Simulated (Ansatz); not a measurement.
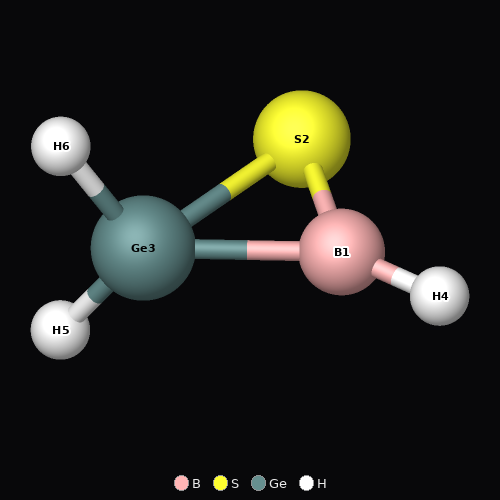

The system is BGeH3S, SMILES [BH]1[S][GeH2]1; the picture shows the grid point nearest to the relaxed geometry. Two internal coordinates are moved rigidly from the geometry relaxed at PBE0-D4/def2-TZVP, all others fixed. The first coordinate is: bond Ge3–H5; the second: angle H6–Ge3–B1. The scan uses a 7 × 7 grid. All energies are given in kJ/mol relative to the lowest grid point. These are results of Ansatz 0.2.0, RKS PBE-D4/def2-TZVPP, not measurements.

Its coordinates:

```yaml
atoms:
  - { symbol: B, position_ang: [-0.6755, -0.9896, -0.1627] }
  - { symbol: S, position_ang: [0.8978, -1.3039, 0.5181] }
  - { symbol: Ge, position_ang: [0.1707, 0.8221, -0.0250] }
  - { symbol: H, position_ang: [-1.6214, -1.6299, -0.4757] }
  - { symbol: H, position_ang: [1.0609, 1.3956, -1.0589] }
  - { symbol: H, position_ang: [0.1359, 1.6853, 1.2409] }
```

Range: bond Ge3–H5 from 1.318 to 1.992 Å; angle H6–Ge3–B1 from 105.8 to 141.8°.

**What landscape does the calculation give?**

The lowest grid point is at bond Ge3–H5 = 1.592 Å, angle H6–Ge3–B1 = 123.8°. The bottom of the well lies between grid points, at about bond Ge3–H5 = 1.544 Å, angle H6–Ge3–B1 = 124°, about 1.8 kJ/mol lower on the interpolated surface. It is the only kind of minimum in the scanned range. The highest grid point, bond Ge3–H5 = 1.992 Å, angle H6–Ge3–B1 = 105.8°, lies 104 kJ/mol above the lowest. Round the minimum the two coordinates are weakly coupled (coupling −0.07 in units of the two stiffnesses).

```
angle H6–Ge3–B1 ↓, bond Ge3–H5 →  1.318  1.384  1.480  1.592  1.716  1.850  1.992
                           141.8     78     46     22     18     31     57     91
                           135.8     65     34     11      8     22     49     84
                           129.8     57     26      4      2     17     45     80
                           123.8     53     23      2      0     16     44     80
                           117.8     54     24      4      2     19     48     84
                           111.8     59     30     10      9     26     56     92
                           105.8     69     40     20     20     38     67    104
```

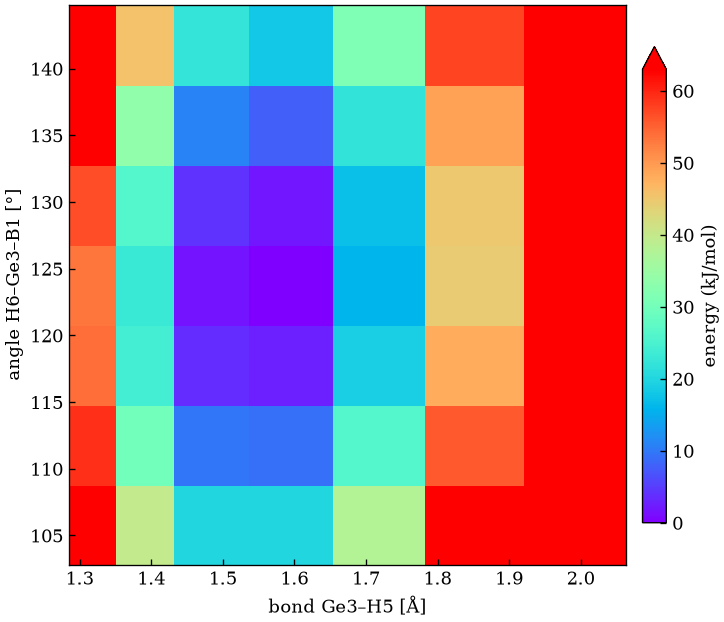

Drawn: one coloured cell a grid point, one colour for all values above the top of the scale.
